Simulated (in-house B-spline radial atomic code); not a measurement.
# Si²⁺: a fraction of an electron removed from 2s

Aim: the energy of Si²⁺ as a fraction of an electron is removed from 2s, to see how far it bends away from a straight line.

Method: non-relativistic RPBE, spin-polarised, spherical fractional occupations, point nucleus, basis-set limit. Code: in-house B-spline radial atomic code version 1.

### Step 1. What is computed

```
element       : silicon (Z = 14)
charge        : +2
electrons     : 12
configuration : [Ne] 3s2
Hamiltonian   : non-relativistic
nucleus       : point
```

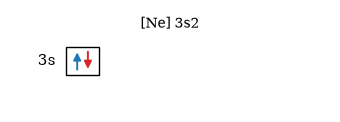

The shells outside the core, filled by Hund's rule for the drawing.

Where spins are not typed, each open shell is filled with up spins first.

### Step 2. The start, at fraction 0

Input settings:

```ini
Z = 14
electrons = 12.0
configuration = [Ne] 3s2
hamiltonian = nr
method = rpbe,pbe
spin_polarised = True
```

From the run's result record (rounded, not every field):

```text
{
  "status": "converged",
  "scf [iteration, energy, orbital gradient]": [
    [1, -287.542527005, 0.227],
    [2, -288.218371474, 0.122],
    [3, -288.44021805, 0.0292],
    [4, -288.454240454, 0.00677],
    [5, -288.454828803, 0.00378],
    [6, -288.455066936, 0.000109],
    [7, -288.455066995, 1.06e-05],
    [8, -288.455066997, 5.93e-07],
    [9, -288.455066997, 2.63e-08]
  ],
  "energy [hartree]": {"total": -288.455066997, "kinetic": 288.063813326, "nuclear": -678.290569785, "coulomb": 121.987636009, "xc": -20.2159465455},
  "orbitals [hartree, bohr; up spins, the down spins are equal]": [
    ["name", "occ", "eps", "<r>", "<r^2>", "<1/r>", "r_max", "density_at_nucleus", "spin_orbit_zeta"],
    ["1s up", 1.0, -66.282774, 0.11159, 0.016757, 13.577, 0.072948, 823.33, "-"],
    ["2s up", 1.0, -5.8910113, 0.5684, 0.38582, 2.5723, 0.45571, 57.922, "-"],
    ["2p up", 3.0, -4.2959112, 0.53636, 0.36251, 2.4613, 0.38838, "-", 0.015467],
    ["3s up", 1.0, -1.044069, 1.962, 4.4093, 0.69162, 1.7072, 5.6995, "-"]
  ],
  "sum_r [bohr^k]": {"-1": 48.44933, "1": 8.502084, "2": 11.79887},
  "density_at_nucleus [bohr^-3]": 1773.897,
  "spin_density_at_nucleus [bohr^-3]": 0.0,
  "mass_velocity [hartree]": -2.680599,
  "darwin [hartree]": 2.077337
}
```

Run time: 0.29 s. Hardware: 1 thread, shared host.

### Step 3. 0.12 electron removed from 2s

Input settings:

```ini
Z = 14
electrons = 11.879999999999999
configuration = [He] 2s1.88 2p6 3s2
hamiltonian = nr
method = rpbe,pbe
spin_polarised = True
```

From the record:

```text
{
  "status": "converged",
  "iterations": 9,
  "energy [hartree]": {"total": -287.740039109, "kinetic": 287.353924143, "nuclear": -675.327223335, "coulomb": 120.30229367, "xc": -20.0690335875},
  "orbitals [hartree, bohr; first row names the columns]": [
    ["name", "occ", "eps", "<r>"],
    ["1s up", 1.0, -66.468071, 0.11158],
    ["1s down", 1.0, -66.461115, 0.11159],
    ["2s up", 1.0, -6.0404098, 0.56652],
    ["2s down", 0.88, -6.0262802, 0.56682],
    ["2p up", 3.0, -4.4478127, 0.5335],
    ["2p down", 3.0, -4.4351773, 0.53381],
    ["3s up", 1.0, -1.1081163, 1.9303],
    ["3s down", 1.0, -1.1072129, 1.9318]
  ],
  "sum_r [bohr^k]": {"-1": 48.23766, "1": 8.352561, "2": 11.44135},
  "energy_minus_base [hartree]": 0.715027887
}
```

It took 0.08 s on 1 thread, shared host.

energy_minus_base is the energy less that of the reference run.

### Step 4. 0.19 electron removed from 2s

Input settings:

```ini
Z = 14
electrons = 11.81
configuration = [He] 2s1.81 2p6 3s2
hamiltonian = nr
method = rpbe,pbe
spin_polarised = True
```

From the record:

```text
{
  "status": "converged",
  "iterations": 9,
  "energy [hartree]": {"total": -287.315424364, "kinetic": 286.932342979, "nuclear": -673.583636209, "coulomb": 119.319221782, "xc": -19.9833529161},
  "orbitals [hartree, bohr; first row names the columns]": [
    ["name", "occ", "eps", "<r>"],
    ["1s up", 1.0, -66.577064, 0.11157],
    ["1s down", 1.0, -66.566005, 0.11158],
    ["2s up", 1.0, -6.1281761, 0.56543],
    ["2s down", 0.81, -6.105622, 0.56591],
    ["2p up", 3.0, -4.53711, 0.53187],
    ["2p down", 3.0, -4.516946, 0.53234],
    ["3s up", 1.0, -1.1460221, 1.9126],
    ["3s down", 1.0, -1.1445614, 1.9149]
  ],
  "sum_r [bohr^k]": {"-1": 48.11312, "1": 8.267058, "2": 11.2419},
  "energy_minus_base [hartree]": 1.13964263
}
```

It took 0.08 s on 1 thread, shared host.

### Step 5. 0.28 electron removed from 2s

Input settings:

```ini
Z = 14
electrons = 11.72
configuration = [He] 2s1.72 2p6 3s2
hamiltonian = nr
method = rpbe,pbe
spin_polarised = True
```

From the record:

```text
{
  "status": "converged",
  "iterations": 9,
  "energy [hartree]": {"total": -286.761311332, "kinetic": 286.382169248, "nuclear": -671.325807813, "coulomb": 118.055569274, "xc": -19.8732420406},
  "orbitals [hartree, bohr; first row names the columns]": [
    ["name", "occ", "eps", "<r>"],
    ["1s up", 1.0, -66.718164, 0.11157],
    ["1s down", 1.0, -66.701781, 0.11158],
    ["2s up", 1.0, -6.2416766, 0.56404],
    ["2s down", 0.72, -6.2080843, 0.56474],
    ["2p up", 3.0, -4.652655, 0.52979],
    ["2p down", 3.0, -4.6226335, 0.53047],
    ["3s up", 1.0, -1.1953391, 1.8905],
    ["3s down", 1.0, -1.1931289, 1.8938]
  ],
  "sum_r [bohr^k]": {"-1": 47.95184, "1": 8.158883, "2": 10.99459},
  "energy_minus_base [hartree]": 1.69375567
}
```

It took 0.08 s on 1 thread, shared host.

### Step 6. 0.43 electron removed from 2s

Input settings:

```ini
Z = 14
electrons = 11.57
configuration = [He] 2s1.57 2p6 3s2
hamiltonian = nr
method = rpbe,pbe
spin_polarised = True
```

From the record:

```text
{
  "status": "converged",
  "iterations": 9,
  "energy [hartree]": {"total": -285.817226704, "kinetic": 285.444746249, "nuclear": -667.522924016, "coulomb": 115.950884966, "xc": -19.6899339031},
  "orbitals [hartree, bohr; first row names the columns]": [
    ["name", "occ", "eps", "<r>"],
    ["1s up", 1.0, -66.955715, 0.11155],
    ["1s down", 1.0, -66.930334, 0.11157],
    ["2s up", 1.0, -6.4324626, 0.56175],
    ["2s down", 0.57, -6.3799287, 0.56282],
    ["2p up", 3.0, -4.8470377, 0.5264],
    ["2p down", 3.0, -4.80012, 0.5274],
    ["3s up", 1.0, -1.2789628, 1.8554],
    ["3s down", 1.0, -1.275421, 1.8603]
  ],
  "sum_r [bohr^k]": {"-1": 47.68021, "1": 7.982733, "2": 10.60351},
  "energy_minus_base [hartree]": 2.63784029
}
```

It took 0.08 s on 1 thread, shared host.

### Step 7. 0.5 electron removed from 2s

Input settings:

```ini
Z = 14
electrons = 11.5
configuration = [He] 2s1.5 2p6 3s2
hamiltonian = nr
method = rpbe,pbe
spin_polarised = True
```

From the record:

```text
{
  "status": "converged",
  "iterations": 9,
  "energy [hartree]": {"total": -285.367811227, "kinetic": 284.998479966, "nuclear": -665.731346379, "coulomb": 114.969572495, "xc": -19.604517309},
  "orbitals [hartree, bohr; first row names the columns]": [
    ["name", "occ", "eps", "<r>"],
    ["1s up", 1.0, -67.06758, 0.11155],
    ["1s down", 1.0, -67.037946, 0.11157],
    ["2s up", 1.0, -6.5221776, 0.56069],
    ["2s down", 0.5, -6.4605584, 0.56192],
    ["2p up", 3.0, -4.9385116, 0.52485],
    ["2p down", 3.0, -4.8834991, 0.52598],
    ["3s up", 1.0, -1.3185889, 1.8396],
    ["3s down", 1.0, -1.3143902, 1.8453]
  ],
  "sum_r [bohr^k]": {"-1": 47.55224, "1": 7.902202, "2": 10.42934},
  "energy_minus_base [hartree]": 3.08725577
}
```

It took 0.08 s on 1 thread, shared host.

### Step 8. 0.56 electron removed from 2s

Input settings:

```ini
Z = 14
electrons = 11.44
configuration = [He] 2s1.44 2p6 3s2
hamiltonian = nr
method = rpbe,pbe
spin_polarised = True
```

From the record:

```text
{
  "status": "converged",
  "iterations": 9,
  "energy [hartree]": {"total": -284.978099056, "kinetic": 284.611487287, "nuclear": -664.187212506, "coulomb": 114.129011299, "xc": -19.5313851354},
  "orbitals [hartree, bohr; first row names the columns]": [
    ["name", "occ", "eps", "<r>"],
    ["1s up", 1.0, -67.16397, 0.11154],
    ["1s down", 1.0, -67.130662, 0.11156],
    ["2s up", 1.0, -6.5994165, 0.55979],
    ["2s down", 0.44, -6.5298791, 0.56116],
    ["2p up", 3.0, -5.0172985, 0.52353],
    ["2p down", 3.0, -4.9552365, 0.52478],
    ["3s up", 1.0, -1.3528546, 1.8265],
    ["3s down", 1.0, -1.3480751, 1.8328]
  ],
  "sum_r [bohr^k]": {"-1": 47.44194, "1": 7.83398, "2": 10.284},
  "energy_minus_base [hartree]": 3.47696794
}
```

Run time: 0.08 s. Hardware: 1 thread, shared host.

### Step 9. 0.65 electron removed from 2s

Input settings:

```ini
Z = 14
electrons = 11.35
configuration = [He] 2s1.35 2p6 3s2
hamiltonian = nr
method = rpbe,pbe
spin_polarised = True
```

From the record:

```text
{
  "status": "converged",
  "iterations": 9,
  "energy [hartree]": {"total": -284.385718236, "kinetic": 284.023220336, "nuclear": -661.856390732, "coulomb": 112.869305812, "xc": -19.4218536523},
  "orbitals [hartree, bohr; first row names the columns]": [
    ["name", "occ", "eps", "<r>"],
    ["1s up", 1.0, -67.309421, 0.11153],
    ["1s down", 1.0, -67.270553, 0.11156],
    ["2s up", 1.0, -6.7158577, 0.55844],
    ["2s down", 0.35, -6.6342072, 0.56002],
    ["2p up", 3.0, -5.1361316, 0.52158],
    ["2p down", 3.0, -5.0632951, 0.523],
    ["3s up", 1.0, -1.4047678, 1.8073],
    ["3s down", 1.0, -1.3990862, 1.8144]
  ],
  "sum_r [bohr^k]": {"-1": 47.27546, "1": 7.732989, "2": 10.07247},
  "energy_minus_base [hartree]": 4.06934876
}
```

It took 0.07 s on 1 thread, shared host.

### Step 10. 0.8 electron removed from 2s

Input settings:

```ini
Z = 14
electrons = 11.2
configuration = [He] 2s1.2 2p6 3s2
hamiltonian = nr
method = rpbe,pbe
spin_polarised = True
```

From the record:

```text
{
  "status": "converged",
  "iterations": 9,
  "energy [hartree]": {"total": -283.377494225, "kinetic": 283.021944567, "nuclear": -657.932995538, "coulomb": 110.773396074, "xc": -19.2398393274},
  "orbitals [hartree, bohr; first row names the columns]": [
    ["name", "occ", "eps", "<r>"],
    ["1s up", 1.0, -67.554125, 0.11152],
    ["1s down", 1.0, -67.505857, 0.11155],
    ["2s up", 1.0, -6.9114584, 0.55621],
    ["2s down", 0.2, -6.8089533, 0.55814],
    ["2p up", 3.0, -5.3359035, 0.51838],
    ["2p down", 3.0, -5.2445472, 0.52006],
    ["3s up", 1.0, -1.492643, 1.7766],
    ["3s down", 1.0, -1.485376, 1.7852]
  ],
  "sum_r [bohr^k]": {"-1": 46.99521, "1": 7.568067, "2": 9.736034},
  "energy_minus_base [hartree]": 5.07757277
}
```

It took 0.08 s on 1 thread, shared host.

### Step 11. 0.88 electron removed from 2s

Input settings:

```ini
Z = 14
electrons = 11.120000000000001
configuration = [He] 2s1.12 2p6 3s2
hamiltonian = nr
method = rpbe,pbe
spin_polarised = True
```

From the record:

```text
{
  "status": "converged",
  "iterations": 9,
  "energy [hartree]": {"total": -282.829035492, "kinetic": 282.477238594, "nuclear": -655.820901305, "coulomb": 109.657720308, "xc": -19.1430930888},
  "orbitals [hartree, bohr; first row names the columns]": [
    ["name", "occ", "eps", "<r>"],
    ["1s up", 1.0, -67.685788, 0.11151],
    ["1s down", 1.0, -67.632436, 0.11155],
    ["2s up", 1.0, -7.0165501, 0.55503],
    ["2s down", 0.12, -6.9025602, 0.55715],
    ["2p up", 3.0, -5.4433137, 0.51671],
    ["2p down", 3.0, -5.3417751, 0.51852],
    ["3s up", 1.0, -1.5401913, 1.7609],
    ["3s down", 1.0, -1.5320372, 1.7702]
  ],
  "sum_r [bohr^k]": {"-1": 46.84435, "1": 7.481755, "2": 9.564262},
  "energy_minus_base [hartree]": 5.62603151
}
```

Run time: 0.07 s. Hardware: 1 thread, shared host.

### Step 12. 1 electron removed from 2s

Input settings:

```ini
Z = 14
electrons = 11.0
configuration = [He] 2s1 2p6 3s2
hamiltonian = nr
method = rpbe,pbe
spin_polarised = True
```

From the record:

```text
{
  "status": "converged",
  "iterations": 9,
  "energy [hartree]": {"total": -281.992280256, "kinetic": 281.646174627, "nuclear": -652.627396676, "coulomb": 107.98742295, "xc": -18.998481156},
  "orbitals [hartree, bohr; first row names the columns]": [
    ["name", "occ", "eps", "<r>"],
    ["1s up", 1.0, -67.884768, 0.1115],
    ["1s down", 1.0, -67.823698, 0.11154],
    ["2s up", 1.0, -7.1751773, 0.55328],
    ["2p up", 3.0, -5.6055401, 0.51424],
    ["2p down", 3.0, -5.4883028, 0.51623],
    ["3s up", 1.0, -1.6123887, 1.7382],
    ["3s down", 1.0, -1.6028506, 1.7484]
  ],
  "sum_r [bohr^k]": {"-1": 46.61624, "1": 7.354316, "2": 9.315851},
  "energy_minus_base [hartree]": 6.46278674
}
```

It took 0.07 s on 1 thread, shared host.

### Step 13. Results

| fraction | energy change (eV) | less the straight line (eV) | level 2s down (eV) | sum of <r²> (bohr²) |
| --- | --- | --- | --- | --- |
| 0 | 0.0000 | 0.0000 | -160.30 | 11.799 |
| 0.12 | 19.4569 | -1.6465 | -163.98 | 11.441 |
| 0.19 | 31.0113 | -2.4024 | -166.14 | 11.242 |
| 0.28 | 46.0894 | -3.1517 | -168.93 | 10.995 |
| 0.43 | 71.7793 | -3.8411 | -173.61 | 10.604 |
| 0.5 | 84.0085 | -3.9222 | -175.80 | 10.429 |
| 0.56 | 94.6131 | -3.8693 | -177.69 | 10.284 |
| 0.65 | 110.7326 | -3.5773 | -180.53 | 10.072 |
| 0.8 | 138.1678 | -2.5213 | -185.28 | 9.7360 |
| 0.88 | 153.0921 | -1.6659 | -187.83 | 9.5643 |
| 1 | 175.8614 | 0.0000 | empty | 9.3159 |

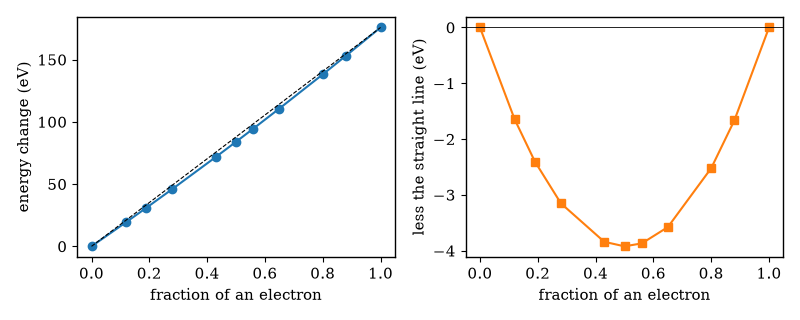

Energy against the fraction, with the straight line between the ends (left), and the difference from it (right).

What this shows: From fraction 0 to 1 the energy changes by 175.861 eV. It sags under the straight line by up to 3.92 eV (at 0.5). Slater's transition state, the slope from the orbital energy at fraction 0.5 (Janak's theorem), gives 175.801 eV for the whole step.
